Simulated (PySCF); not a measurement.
## Electronic structure of C4H9AsO (SMILES CC1([AsH2])COC1) in real space

```csv
atom,x (Å),y (Å),z (Å)
C,-1.0623,-1.2433,-0.0314
C,0.0201,-0.1863,0.0782
As,1.8455,-1.0014,-0.0330
C,-0.1530,1.0751,-0.7751
O,0.0353,1.9045,0.3721
C,-0.0895,0.7910,1.2550
H,-0.9909,-1.7513,-0.9947
H,-2.0556,-0.8025,0.0561
H,-0.9429,-1.9853,0.7603
H,1.7886,-1.1408,-1.5319
H,2.5310,0.3213,-0.1946
H,0.5889,1.2710,-1.5563
H,-1.1603,1.2002,-1.1924
H,0.7060,0.7684,2.0094
H,-1.0654,0.7875,1.7565
```

Geometry: GFN2-xTB.

All numbers below come from PySCF, PBE0/def2-SVPD, SCF density, gas phase.

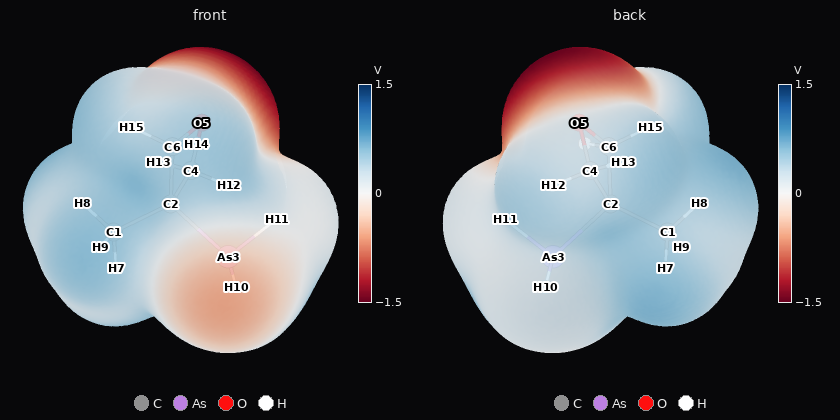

Figure 1. The electrostatic potential painted on the density surface at 0.001 e/bohr³, seen from the front and from behind; red is negative and blue positive.

### Which sites attract a positive test charge, and which a negative one?

A positive charge is drawn to the negative regions and a negative charge to the positive ones. The most negative region (about −1.4 V, or −32 kcal/mol for a unit charge) lies over O5, the most positive (about +0.7 V, or +16 kcal/mol for a unit charge) over C6, H7, H8 and H9. O5 is the likeliest acceptor of a hydrogen bond.

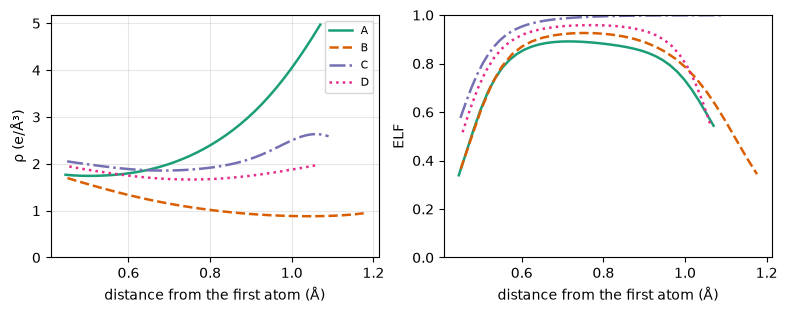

Figure 2. Total electron density and electron localisation function along straight lines between neighbouring atoms. The curves leave out the atomic cores.

### Which curve belongs to which contact (C–As, C–C, C–H and C–O)? The first atom named is at distance zero.

Curve A: C–O (1.43 Å): the density is about 2 e/Å³ at the midpoint, with its minimum of 1.7 e/Å³ about 0.5 Å from C; the ELF peaks at about 0.90 between the atoms: a shared but strongly polarised pair. Curve B: C–As (2.00 Å): ρ at the midpoint is about 0.89 e/Å³; the ELF peaks at about 0.95 between the atoms (a shared electron pair). Curve C: C–H (1.09 Å): ρ at the midpoint is about 1.9 e/Å³; the ELF climbs to about 1 towards the hydrogen, as it does in any bond to H; an ordinary covalent bond to hydrogen. Curve D: C–C (1.52 Å): ρ is about 1.7 e/Å³ halfway; the ELF peaks at about 0.95 between the atoms, as expected for a covalent bond.
